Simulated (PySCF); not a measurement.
## Electronic structure of C3HF5OS (SMILES FC(F)OC(=S)C(F)(F)F) in real space

```yaml
atoms:
  - { symbol: F, position_ang: [1.9749, 0.8502, 1.4057] }
  - { symbol: C, position_ang: [1.6957, 0.2526, 0.2529] }
  - { symbol: F, position_ang: [2.4351, 0.8399, -0.6974] }
  - { symbol: O, position_ang: [0.3517, 0.4536, 0.0008] }
  - { symbol: C, position_ang: [-0.2929, -0.3965, -0.8148] }
  - { symbol: S, position_ang: [0.3175, -1.6715, -1.5795] }
  - { symbol: C, position_ang: [-1.7630, 0.0211, -0.9222] }
  - { symbol: F, position_ang: [-2.4596, -0.8257, -1.6715] }
  - { symbol: F, position_ang: [-2.3396, 0.0626, 0.2819] }
  - { symbol: F, position_ang: [-1.8825, 1.2342, -1.4649] }
  - { symbol: H, position_ang: [1.9681, -0.8178, 0.3028] }
```

Geometry: GFN2-xTB.

Computed with PBE0/pcSseg-1, SCF density, gas phase, non-relativistic in PySCF.

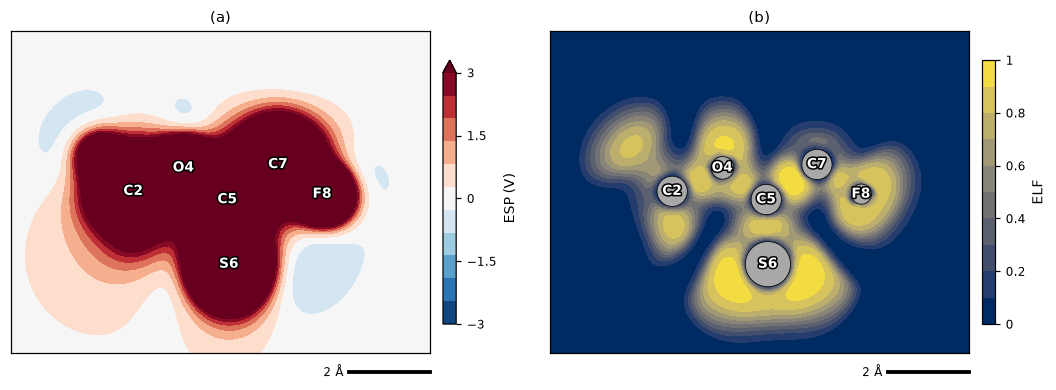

Figure 1. (a) molecular electrostatic potential; (b) ELF on the plane of atoms C5, C7 and F8. Grey discs cover the atomic cores in the ELF map.

Question: What does the map show?

Answer: The section cuts through C, O, S and F sites.
C–F (1.33 Å): the ELF peaks at about 0.85 between the atoms (a shared but strongly polarised pair).
C–O (1.34 Å): the ELF peaks at about 0.90 between the atoms; a shared but strongly polarised pair.
C–C (1.53 Å): the ELF peaks at about 1 between the atoms: localised, covalent bonding.
C–S (1.61 Å): the ELF peaks at about 0.90 between the atoms (localised, covalent bonding).
The ELF also peaks beside S6, F8, F1 and O4, away from the bonds: lone-pair regions.
Outside the dense part of the molecule the potential is most negative (−0.6 V) near S6.

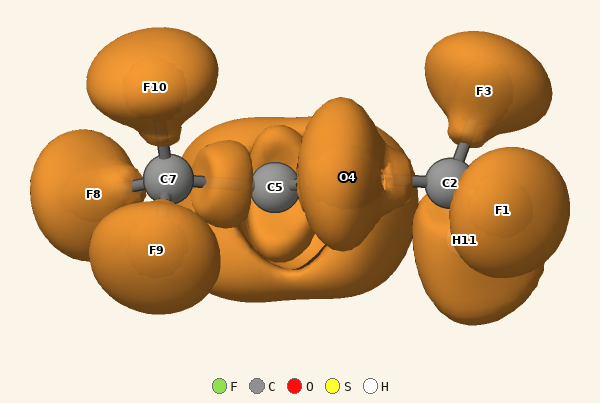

Figure 2. Isosurface of the ELF at 0.75 (orange), seen from one side. Only the valence region is drawn (cores and ρ < 0.01 e/Å³ removed).

Question: Where are the electrons localised?

Answer: The surface consists of one region between bonded C–C atoms (shared pairs), one region between bonded C–S atoms (shared pairs), one region around a hydrogen nucleus, five regions on F in which the atom's valence shell and bonds are merged, one region on O in which the atom's valence shell and bonds are merged and one ring or bowl of non-bonding electrons around S.

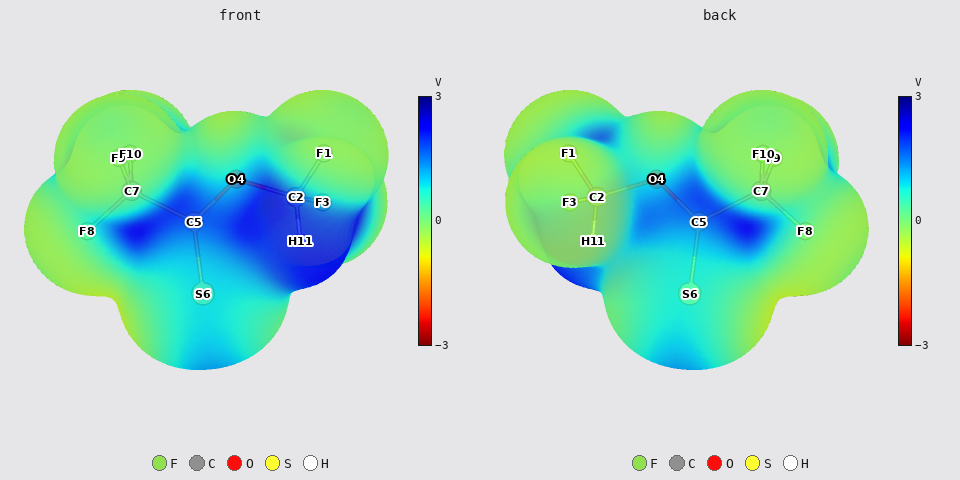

Figure 3. The molecular electrostatic potential painted on the density surface at 0.004 e/bohr³, seen from the front and from behind; the colour scale runs from red (negative) to blue (positive).

Question: Where is the surface potential most negative and most positive?

Answer: The most negative region (about −0.5 V) lies over S6 and F8, the most positive (about +2.3 V) over C2, C7 and H11.

Question: How polar is the molecule by this calculation?

Answer: Its dipole moment is 1.57 D.
